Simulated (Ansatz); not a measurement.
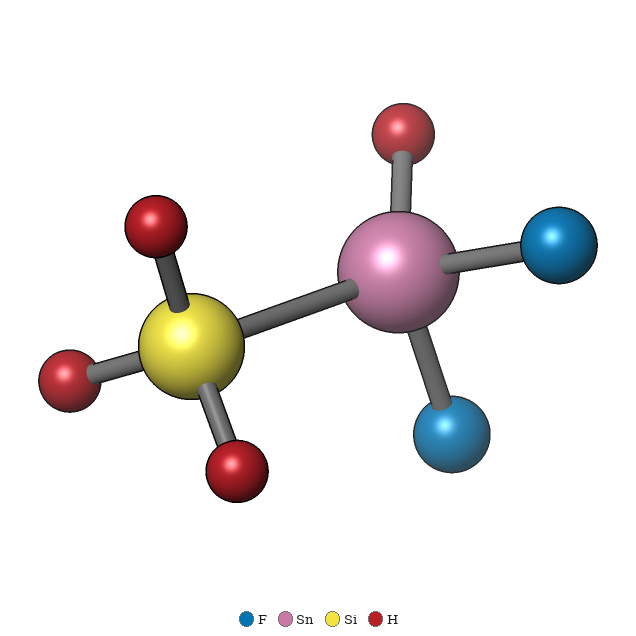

Every bond is drawn as one stick, whatever its order.

Description:

It has 8 atoms: 2 fluorine, 4 hydrogen, 1 silicon and 1 tin (F2H4SiSn). As SMILES it reads `[F][SnH]([F])[SiH3]`. Among its groups: Si–H bond. This geometry has Cs symmetry. Coordination, clear cases only: 1 Si tetrahedral.

The parts below concern this one geometry. Atoms keep their numbers from picture to picture. Computed geometry: PBE0-D4/def2-TZVP optimisation.

Geometry

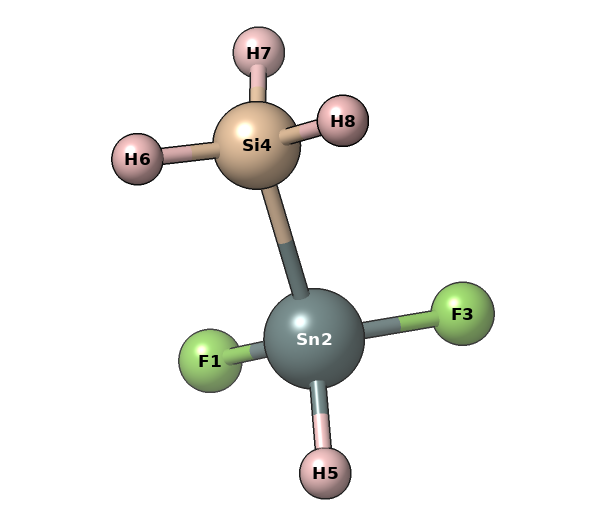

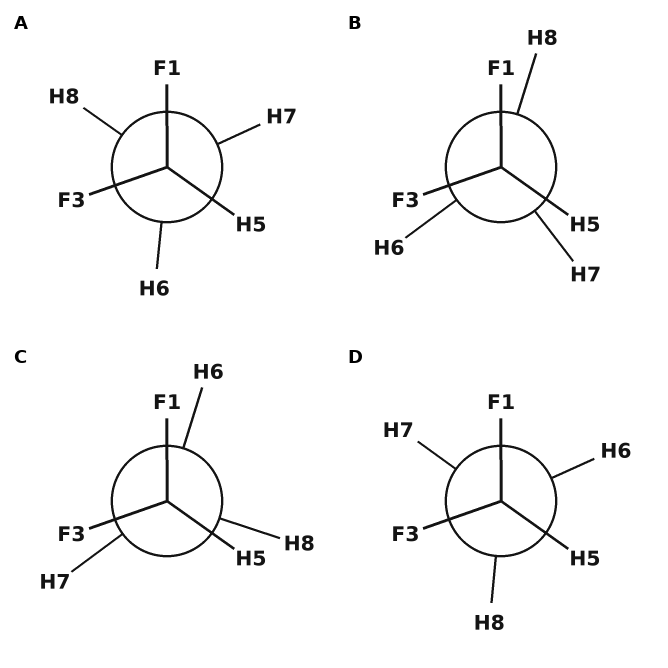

Depth is shown by fading: the farther an atom, the more it takes the colour of the background. Bonds that would overlap in a projection are set slightly apart.

Question: Which Newman projection shows the view along Sn2–Si4, with Sn2 in front?

Answer: D. The torsion angle F1–Sn2–Si4–H6 is 66°, synclinal (gauche).

Electronic properties

Properties computed with RKS r2SCAN-D4/def2-TZVPP, core potentials on Sn (Ansatz 0.2.0).

Question: Estimate the dipole moment.

Answer: 4.05 D.

Question: What is the dispersion correction?

Answer: −3.5 kJ/mol.

Question: Estimate the HOMO energy (Kohn–Sham orbital).

Answer: −7.79 eV.

Question: Give the LUMO energy (Kohn–Sham orbital) at this level.

Answer: −1.66 eV.

Vibrations

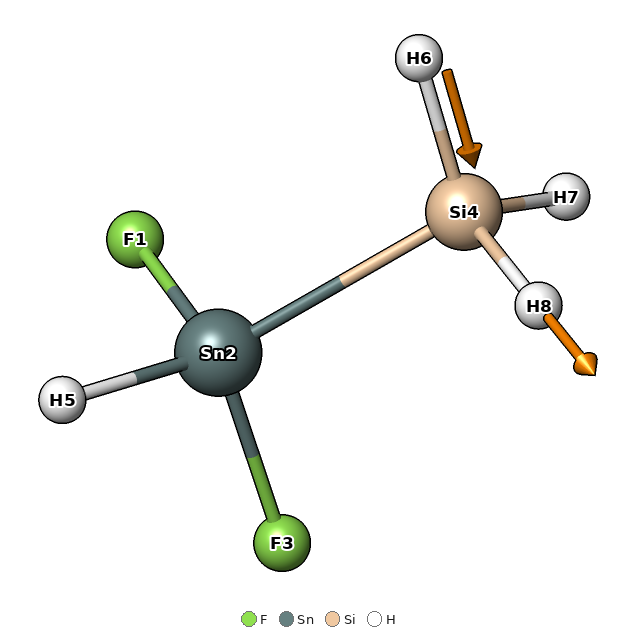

The arrows show one normal mode. Harmonic vibrations computed with RKS PBE0-D4/def2-TZVP, core potentials on Sn (Ansatz 0.2.0) at a stationary point of the same level.

Question: Describe the motion.

Answer: Mostly out-of-phase stretching of 2 Si–H bonds.

Question: At what wavenumber does it lie?

Answer: 2256 cm⁻¹; it is mode 17 of 18 counted from the lowest.

Charges

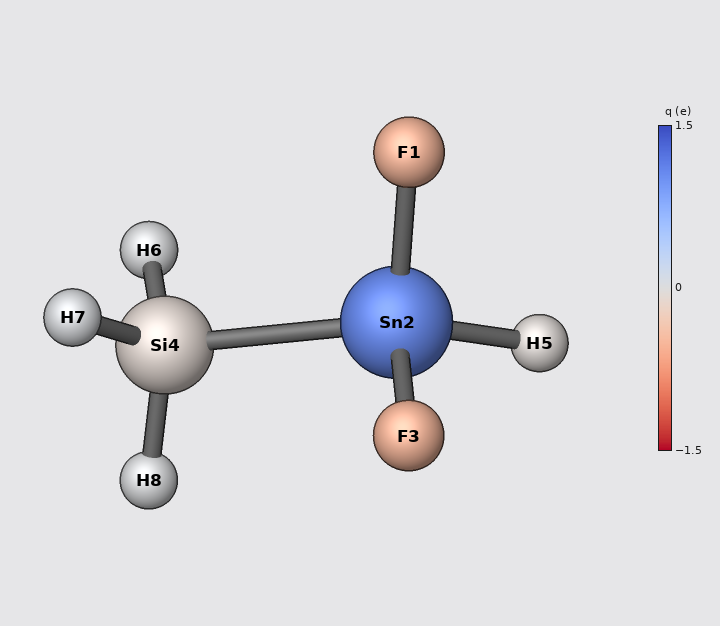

Atoms are coloured by their Mulliken charges. Method: RKS PBE0-D4/def2-TZVP, core potentials on Sn (Ansatz 0.2.0).

Question: Which atom carries the highest charge (most positive or least negative)?

Answer: Sn2 (1.04 e).

Question: And the lowest?

Answer: F1, F3 (−0.49 e).

Give the Mulliken charges atom by atom.

```tsv
atom	value (e)
F1	−0.49
Sn2	1.04
F3	−0.49
Si4	−0.08
H5	−0.04
H6	0.01
H7	0.03
H8	0.01
```

Mulliken values depend strongly on the basis set and can even reverse the polarity of a bond.
